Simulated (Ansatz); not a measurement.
AlWB (space group Cmcm)

```
AlWB
1.0
    1.59698    -6.95717     0.00000
    1.59698     6.95717     0.00000
    0.00000     0.00000     3.10063
Al B W
2 2 2
Direct
  0.69970   0.30030   0.25000
  0.30030   0.69970   0.75000
  0.53428   0.46572   0.25000
  0.46572   0.53428   0.75000
  0.08995   0.91005   0.75000
  0.91005   0.08995   0.25000
```

Equation-of-state scan: isotropic scaling of the cell above, V₀ being its volume. The atoms relax within the cell's symmetry.

These are PBEsol (plane waves to 420 eV, PAW, scalar-relativistic; Ansatz, a quantum-chemistry and plane-wave program) values and carry that method's errors. k mesh 15×15×15 (Γ-centred), Fermi-Dirac smearing 0.05 eV. The energy includes the smearing's −TS. Stress and pressure are positive under compression. With the shape held, the modulus is that of even scaling; a crystal free to change shape is softer. AlWB is run without spin polarisation. AlWB was relaxed with its symmetry unable to fall. Spin-orbit coupling is left out, though W is heavy. The zero of ΔE is the relaxed starting cell.

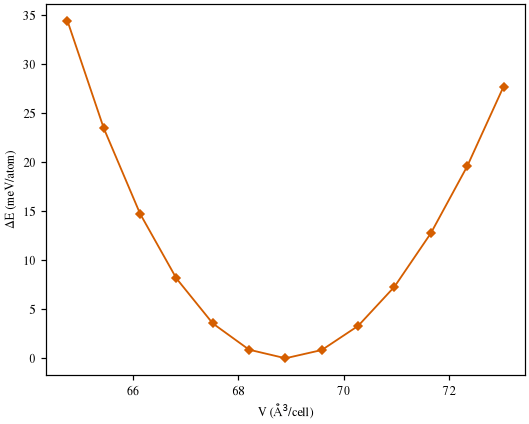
Figure: ΔE (meV/atom) against V (Å³/cell); one marker a computed point.

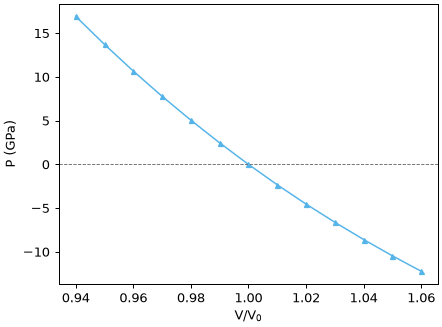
Figure: P (GPa) against V/V₀; markers are the computed points, lines only join them.

The pressure derivative B₀′ (fit) comes out as 4.4 and the energy cost of the largest compression is 34 meV/atom. The equilibrium volume of the fit is 11.48 Å³/atom. The pressure for 5 % compression (fit) is 13.7 GPa and the pressure at the smallest volume is 16.9 GPa.

P = (3B₀/2)(x⁷ − x⁵)[1 + ¾(B₀′ − 4)(x² − 1)] with x = (1/0.95)^(1/3), B₀ = 239 GPa and B₀′ = 4.42.

(Under strain, the slope of the energy per volume gives the stress and its curvature an elastic modulus.)
